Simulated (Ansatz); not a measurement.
HfO2, pressure series

Take HfO2 (space group Pca2_1, No. 29) as the base.

```
CELL_PARAMETERS angstrom
      5.29405     0.00000     0.00000
      0.00000     5.06905     0.00000
      0.00000     0.00000     5.10139
ATOMIC_POSITIONS crystal
  Hf 0.03260 0.26630 0.24968
  Hf 0.96740 0.73370 0.74968
  Hf 0.53260 0.73370 0.24968
  Hf 0.46740 0.26630 0.74968
  O  0.36539 0.06759 0.10648
  O  0.63461 0.93241 0.60648
  O  0.86539 0.93241 0.10648
  O  0.13461 0.06759 0.60648
  O  0.22919 0.53721 0.99984
  O  0.77081 0.46279 0.49984
  O  0.72919 0.46279 0.99984
  O  0.27081 0.53721 0.49984
```

Cell and atoms are relaxed at each pressure.

The values are results of PBE in Ansatz (plane waves to 420 eV, PAW, without spin-orbit coupling), not measurements.

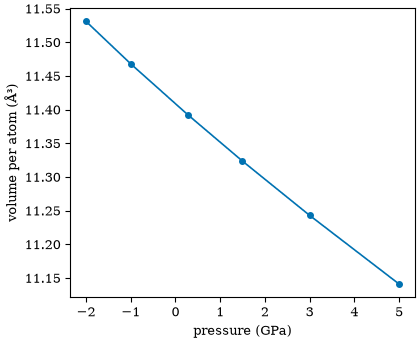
Figure. Volume against pressure

**Question.** Estimate the zero-pressure bulk modulus from the plot.

**Answer.** About 190 GPa; a third-order Birch–Murnaghan fit to the points gives V₀ = 11.41 Å³/atom, B₀ = 195 GPa and B₀′ = 6.6.

Between the base and pressure 5 GPa the gap moves from 4.39 eV to 4.44 eV, a mean slope of 10 meV/GPa.

With Hf present, leaving out spin-orbit coupling can change the band edges. Load acts through the strain it causes; cell and atoms are relaxed under it. Stability against distortions was not tested. Competing high-pressure phases were not computed. This is not the structure that HfO2 has at room temperature and ambient pressure.

Ansatz is a program for electronic structure.
